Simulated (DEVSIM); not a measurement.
Structure: abrupt Si p-n junction, at 400 K.

```tsv
layer (left to right)	material	thickness (μm)	Nd (cm⁻³)	Na (cm⁻³)	τn (s)	τp (s)
1	Si	6.20	-	1.4e18	0.00036	0.00036
2	Si	59.0	1.3e14	-	0.00036	0.00036
```

Left contact: ohmic. Right contact: ohmic. Voltage is applied to the left contact. Recombination: SRH at mid-gap, radiative, Auger. Mobility is μmin + (μ − μmin)/(1 + (N/Nref)^α).

Constants are typed, rounded textbook-type inputs, not results; the design itself was drawn at random and stands for no fabricated device. Values at 300 K; Nc and Nv go as T^1.5, mobilities as T to minus their exponent, the gap by Varshni's rule with the affinity fixed.

| parameter | Si |
|---|---|
| gap (eV) | 1.124 |
| affinity (eV) | 4.05 |
| permittivity | 11.7 |
| Nc (cm⁻³) | 2.86e19 |
| Nv (cm⁻³) | 3.1e19 |
| μn (cm²/Vs) | 1417 |
| μp (cm²/Vs) | 470 |
| μn,min | 52 |
| μp,min | 45 |
| Nref,n | 9.7e16 |
| Nref,p | 2.2e17 |
| αn | 0.68 |
| αp | 0.72 |
| T exponent of μn | 2.3 |
| T exponent of μp | 2.2 |
| B (cm³/s) | 4.7e-15 |
| Cn (cm⁶/s) | 2.8e-31 |
| Cp (cm⁶/s) | 9.9e-32 |
| Varshni α (eV/K) | 0.000473 |
| Varshni β (K) | 636 |

DEVSIM, 1D drift-diffusion, Boltzmann statistics, complete ionisation; no tunnelling, impact ionisation, image-force lowering or self-heating.

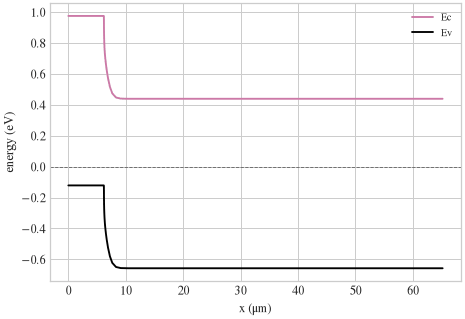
Figure: Band edges at zero bias

Energies count from the Fermi level of the right contact; mesh points crowd at the junctions.

```tsv
x (μm)	Ec (eV)	Ev (eV)	n (cm⁻³)	p (cm⁻³)	field (V/cm)
0.000	0.975	-0.122	2.3e7	1.4e18	≈ 0
0.04515	0.975	-0.122	2.3e7	1.4e18	≈ 0
0.1667	0.975	-0.122	2.3e7	1.4e18	≈ 0
0.5229	0.975	-0.122	2.3e7	1.4e18	≈ 0
2.233	0.975	-0.122	2.3e7	1.4e18	≈ 0
4.590	0.975	-0.122	2.3e7	1.4e18	≈ 0
5.654	0.975	-0.122	2.3e7	1.4e18	≈ 0
6.080	0.975	-0.122	2.3e7	1.4e18	≈ 0
6.174	0.975	-0.122	2.3e7	1.4e18	-160
6.208	0.898	-0.199	2.2e8	1.5e17	-40000
6.268	0.792	-0.304	4.6e9	7.0e15	-9400
6.545	0.663	-0.433	1.9e11	1.7e14	-3100
7.242	0.516	-0.580	1.4e13	2.3e12	-1400
9.133	0.440	-0.656	1.3e14	2.6e11	-28
18.50	0.439	-0.658	1.3e14	2.5e11	≈ 0
39.10	0.439	-0.658	1.3e14	2.5e11	≈ 0
56.18	0.439	-0.658	1.3e14	2.5e11	≈ 0
62.09	0.439	-0.658	1.3e14	2.5e11	≈ 0
64.44	0.439	-0.658	1.3e14	2.5e11	≈ 0
64.95	0.439	-0.658	1.3e14	2.5e11	≈ 0
65.13	0.439	-0.658	1.3e14	2.5e11	≈ 0
65.20	0.439	-0.658	1.3e14	2.5e11	≈ 0
```
